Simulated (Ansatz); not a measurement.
# CH5FOSn (SMILES FC[O][SnH3]): SVWN5/def2-SVP (core potential)

What is the vertical singlet–triplet gap of CH5FOSn at SVWN5/def2-SVP (core potential)? 

The results are computed with Ansatz 0.2.0.

117 further runs of the same task are left out: 117 set aside as unsound or not needed. Runs told in other sessions of the task aren't counted.

## (1) Starting point

CH5FOSn has 9 atoms, charge 0, and is taken as a singlet. SMILES: `FC[O][SnH3]`. The shape is that of a PBE0-D4/def2-TZVP optimisation. This is one conformer, not always the lowest.

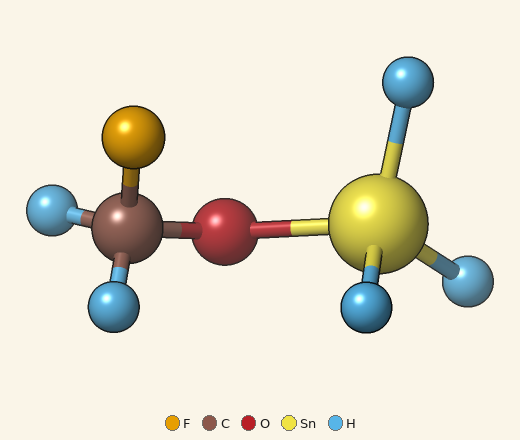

Viewed from a chosen angle; fluorine amber, carbon brown, oxygen red, tin yellow, hydrogen blue.

## (2) A single-point energy at SVWN5/def2-SVP (core potential)

The input, job.yaml:

```yaml
crystal:
  periodic: [false, false, false]
  atoms:
    - symbol: F
      position_ang: [-0.596800, 1.754200, 0.031500]
    - symbol: C
      position_ang: [-1.291500, 0.566100, 0.277800]
    - symbol: O
      position_ang: [-0.736000, -0.463400, -0.405000]
    - symbol: Sn
      position_ang: [1.239300, -0.701500, -0.319700]
    - symbol: H
      position_ang: [-1.258800, 0.434000, 1.369300]
    - symbol: H
      position_ang: [-2.319100, 0.724600, -0.066100]
    - symbol: H
      position_ang: [1.690100, -0.390300, 1.294800]
    - symbol: H
      position_ang: [1.407800, -2.333100, -0.765300]
    - symbol: H
      position_ang: [1.953500, 0.363100, -1.434400]
basis:
  gaussian: {orbitals: def2-SVP}
hamiltonian: {xc: {name: SVWN5}}
accuracy: high
output: {orbitals: {seedname: orbitals}}
```

Command:

```
ansatz run job.yaml --threads 1 --pin off --max-ram 3480MiB --events-out events.jsonl --progress --plain --runs-dir runs
```

What it wrote:

```text
Warning: RAYON_NUM_THREADS=1 ignored (pool sized by the plan → 1); use --threads N
Functional definition: SVWN5
  name "SVWN5"
  exchange = slater_x
  correlation = vwn5_c
2278 factors; integrals over basis functions are off by at most 3.5e-9 eV
mean field evaluation 1: about -11651.6857 eV, gradient 5.2e1 eV
mean field evaluation 2: about -11609.5713 eV, gradient 1.5e2 eV
mean field evaluation 4: about -11656.8244 eV, gradient 1.3e1 eV
mean field evaluation 8: about -11657.1108 eV, gradient 2.3e-1 eV
mean field evaluation 16: about -11657.1109 eV, gradient 4.3e-5 eV
mean field -11657.11085470 eV, -428.3909224368 hartree, gradient 2.3e-8 eV, S^2 0.000000; 0 other end points of the search recorded, 0 dependent functions left out
reference -11657.11085859 eV, -428.3909225796 hartree; 25, 25 occupied and 68, 68 virtual orbitals, 2278 factors
Total energy: -11657.11085859 eV, -428.3909225796 hartree
```

It took 6.6 s on 1 thread of Arm Neoverse V1, shared host; peak memory 0.25 GiB.

## (3) The triplet at the same level

The input, run.yaml:

```yaml
crystal:
  periodic: [false, false, false]
  atoms:
    - {symbol: F, position_ang: [-0.596800, 1.754200, 0.031500]}
    - {symbol: C, position_ang: [-1.291500, 0.566100, 0.277800]}
    - {symbol: O, position_ang: [-0.736000, -0.463400, -0.405000]}
    - {symbol: Sn, position_ang: [1.239300, -0.701500, -0.319700]}
    - {symbol: H, position_ang: [-1.258800, 0.434000, 1.369300]}
    - {symbol: H, position_ang: [-2.319100, 0.724600, -0.066100]}
    - {symbol: H, position_ang: [1.690100, -0.390300, 1.294800]}
    - {symbol: H, position_ang: [1.407800, -2.333100, -0.765300]}
    - {symbol: H, position_ang: [1.953500, 0.363100, -1.434400]}
basis:
  gaussian:
    orbitals: def2-SVP
output: {orbitals: {seedname: orbitals}}
hamiltonian:
  xc: {name: SVWN5}
magnetization:
  spin_polarized: true
  initial_magnetization: 2
accuracy: high
```

Command:

```
ansatz run run.yaml --threads 1 --pin off --max-ram 3480MiB --events-out events.jsonl --progress --plain --runs-dir runs
```

What it wrote:

```text
Warning: RAYON_NUM_THREADS=1 ignored (pool sized by the plan → 1); use --threads N
[... 4 set-up lines as earlier in the session ...]
2278 factors; integrals over basis functions are off by at most 3.6e-9 eV
mean field evaluation 1: about -11645.1233 eV, gradient 3.8e1 eV
mean field evaluation 2: about -11558.0225 eV, gradient 1.3e2 eV
mean field evaluation 4: about -11650.2264 eV, gradient 1.7e1 eV
mean field evaluation 8: about -11651.6142 eV, gradient 7.1e-1 eV
mean field evaluation 16: about -11651.6096 eV, gradient 9.7e-4 eV
mean field evaluation 32: about -11650.2298 eV, gradient 7.4e0 eV
mean field evaluation 64: about -11650.4828 eV, gradient 2.0e0 eV
mean field -11651.60957521 eV, -428.1887541442 hartree, gradient 8.8e-8 eV, S^2 2.001786; 6 other end points of the search recorded, 0 dependent functions left out
reference -11651.60957884 eV, -428.1887542776 hartree; 26, 24 occupied and 67, 69 virtual orbitals, 2278 factors
Total energy: -11651.60957884 eV, -428.1887542776 hartree
```

Run time: 12 s. Hardware: 1 thread of Arm Neoverse V1, shared host; peak memory 0.31 GiB.

## (4) Summary of results

Level: SVWN5/def2-SVP (core potential).

```
                                        quantity          value
                           singlet: total energy  -428.39092 Eh
                            singlet: HOMO energy       -6.31 eV
                            singlet: LUMO energy       -1.24 eV
                          singlet: HOMO–LUMO gap        5.07 eV
                           triplet: total energy  -428.18875 Eh
     triplet: HOMO energy (highest over α and β)       -1.54 eV
                                   triplet: ⟨S²⟩          2.002
vertical energy of the triplet above the singlet       5.501 eV
```

In words: At this shape the triplet lies 5.50 eV (127 kcal/mol) above the singlet.
